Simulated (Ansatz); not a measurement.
Ligand exchange: NaBr + C5H10O → NaOH + C5H9Br

Species: NaBr, singlet; C5H10O (cyclopentanol) `OC1CCCC1`, singlet; NaOH `[OH][Na]`, singlet; C5H9Br (bromocyclopentane) `BrC1CCCC1`, singlet. The partners trade Br for OH: Na–Br and C–OH bonds give way to Na–OH and C–Br.

Shapes, held fixed at every level: PBE0-D4/def2-TZVP. Flexible molecules stand in one conformer, not always the lowest. Programs: Ansatz 0.2.0. The zero-point and thermal change to 298 K, harmonic and unscaled (PBE0-D4/def2-TZVP), is -5.9 kJ/mol.

```csv
level,kind,ΔH(298 K) (kJ/mol),less CCSD(T)/def2-TZVPP
HF/def2-TZVPP,Hartree–Fock,+177.1,+43.9
PBE-D4/def2-TZVPP,GGA,+131.0,-2.2
B3LYP-D4/def2-TZVPP,global hybrid,+135.5,+2.3
BHLYP-D4/def2-TZVPP,global hybrid,+150.4,+17.2
PBE0-D4/def2-TZVPP,global hybrid,+144.1,+10.9
MP2/def2-SVP,perturbation theory,+155.0,+21.8
MP2/def2-TZVPP,perturbation theory,+120.5,-12.7
CCSD(T)/def2-TZVPP,coupled cluster or CI,+133.2,0.0
```

The highest level, CCSD(T)/def2-TZVPP, gives ΔH(298 K) = +133.2 kJ/mol; the levels span +120.5 to +177.1. The column of differences is taken from that level and isn't an error. No measured value is set beside it here. Relativity is left out for Br. Outer-core shells of Br, Na are correlated, in sets that cover them unevenly.

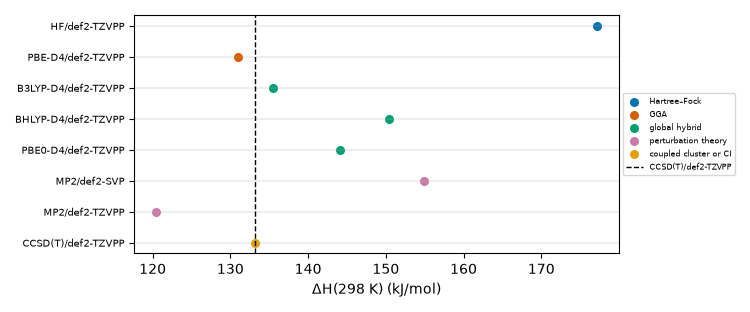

The values of the table, level by level.
